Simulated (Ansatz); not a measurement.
Single-point calculation of AlN₃H₈

System: AlN₃H₈.
Method: RKS PBE0-D4/def2-TZVPP (Ansatz 0.2.0).

The geometry is a transition state. The reaction was set up to form Al1–N6 and H2–H5 and to break Al1–H2 and H5–N6 (atoms counted from 1 in the order of the input); sticks are drawn by distance alone. The geometry comes from this level: PBE0-D4/def2-TZVP.

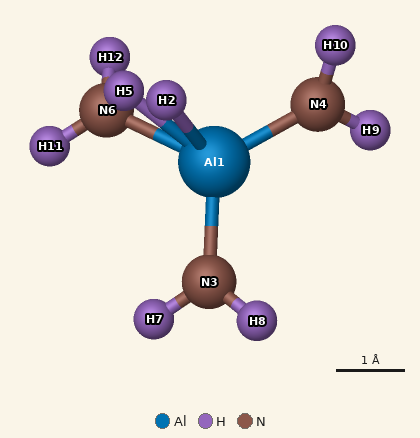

The structure as given in the input (ball-and-stick view, seen on its broad side; atoms are numbered from 1 in the order of the input). Sticks mark near contacts. Bond lengths as drawn: Al–H 1.81 to 1.83 Å, Al–N 1.78 to 1.90 Å and H–N 1.01 Å.

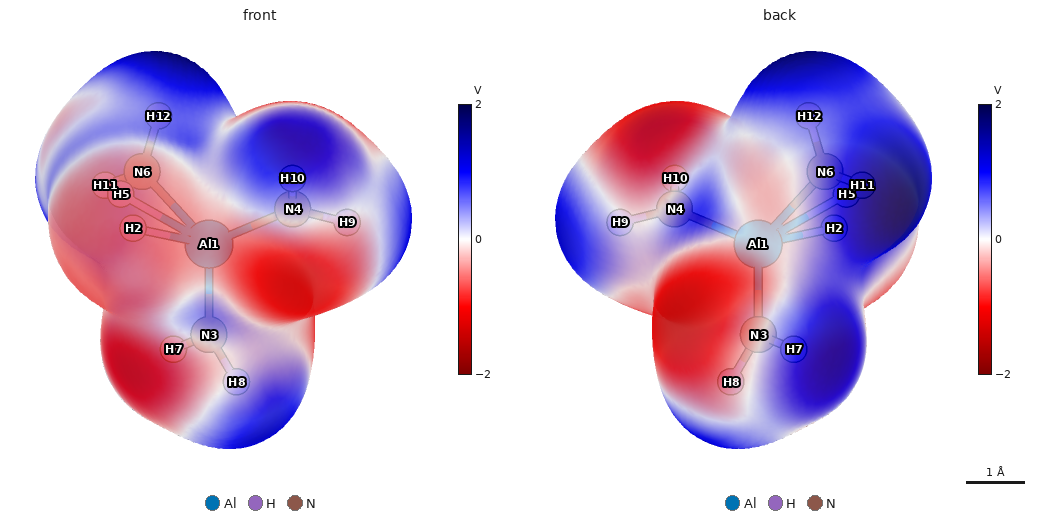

The molecular electrostatic potential painted on the density surface at 0.002 e/bohr³, seen at a tilt and from behind; the colour scale runs from red (negative) to blue (positive).

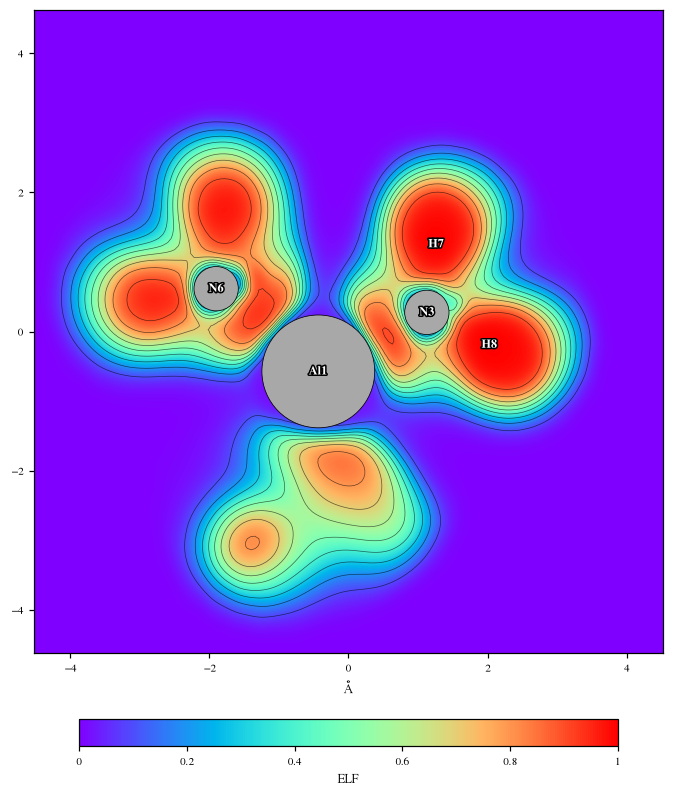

ELF on the plane of atoms Al1, N3 and H8. Grey discs, where drawn, cover atomic cores. The section cuts through Al, N and H sites. Al–N (1.78 Å): the ELF peaks at about 0.90 in the valence shell of N, 0.6 Å from its nucleus, and is about 0.65 at the midpoint. Al–N (1.90 Å): the ELF peaks at about 0.90 in the valence shell of N, 0.7 Å from its nucleus, and is about 0.70 at the midpoint.

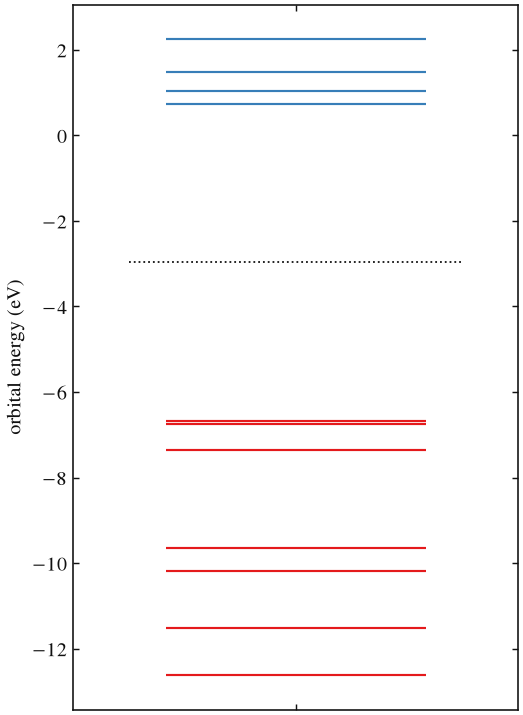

Orbital energies near the frontier; the dotted line parts filled from empty levels, and levels within 0.02 eV of each other stand side by side. Highest filled −6.68 eV, lowest empty 0.74 eV, 7.42 eV apart.

These pictures come from the run below.

Input file
```yaml
crystal:
  periodic: [false, false, false]
  atoms:
    - {symbol: Al, position_ang: [-0.093042, 0.117881, 0.190963]}
    - {symbol: H, position_ang: [0.813601, -1.182474, 1.110906]}
    - {symbol: N, position_ang: [0.542100, 1.772173, 0.307423]}
    - {symbol: N, position_ang: [-1.790207, -0.251879, 0.562850]}
    - {symbol: H, position_ang: [0.990466, -1.333975, 0.114501]}
    - {symbol: N, position_ang: [0.769449, -0.893166, -1.165798]}
    - {symbol: H, position_ang: [1.338016, 2.125123, -0.197292]}
    - {symbol: H, position_ang: [0.277410, 2.427309, 1.024143]}
    - {symbol: H, position_ang: [-2.551584, 0.398056, 0.461288]}
    - {symbol: H, position_ang: [-2.110749, -1.093108, 1.012542]}
    - {symbol: H, position_ang: [1.584040, -0.569412, -1.669528]}
    - {symbol: H, position_ang: [0.230601, -1.516729, -1.751897]}
basis:
  gaussian: {orbitals: def2-TZVPP}
hamiltonian: {xc: pbe0, dispersion: d4}
output: {orbitals: {seedname: orbitals}}
```

Launch command:
```bash
ansatz run in.yaml --threads 4 --pin off --events-out ev --progress --plain --max-ram 9574MiB
```

The program's output
```
Functional definition: PBE0
  name "PBE0"
  cite "Adamo & Barone, J. Chem. Phys. 110, 6158 (1999) doi:10.1063/1.478522"
  cite "Perdew, Burke & Ernzerhof, Phys. Rev. Lett. 77, 3865 (1996) doi:10.1103/PhysRevLett.77.3865"
  parent pbe
  parameter a = 0.25
  parameter kappa = 0.804
  parameter beta = 0.06672455060314922
  exchange = (1 - a)*pbe_x(kappa = kappa, mu = beta*pi^2/3) + a*exact_x
  correlation = pbe_c(beta = beta)
1237 factors; their error is unknown
mean field evaluation 1: about -11174.2752 eV, gradient 1.0e2 eV
mean field evaluation 2: about -11149.4393 eV, gradient 1.4e2 eV
mean field evaluation 4: about -11192.7790 eV, gradient 2.6e0 eV
mean field evaluation 8: about -11192.7931 eV, gradient 2.4e-2 eV
mean field evaluation 16: about -11192.8106 eV, gradient 3.6e-5 eV
mean field -11192.81058318 eV, -411.3282021724 hartree, gradient 3.6e-5 eV, S^2 0.000000; 0 other end points of the search recorded, 0 dependent functions left out
reference -11192.81061645 eV, -411.3282033949 hartree; 21, 21 occupied and 226, 226 virtual orbitals, 1237 factors
Total energy: -11192.98286376 eV, -411.3345333668 hartree
```

Key numbers

```tsv
quantity	value
outcome	converged
total energy	−11192.9829 eV
mean-field energy	−11192.8106 eV
dispersion energy	−0.1722 eV
SCF solution under orbital rotations	stable
HOMO	−6.68 eV
LUMO	0.74 eV
hardware	4 threads of Arm Neoverse V1, 23 GiB of memory available, shared host
wall time	2.7 s (CPU time 10 s)
peak memory	0.52 GiB
```
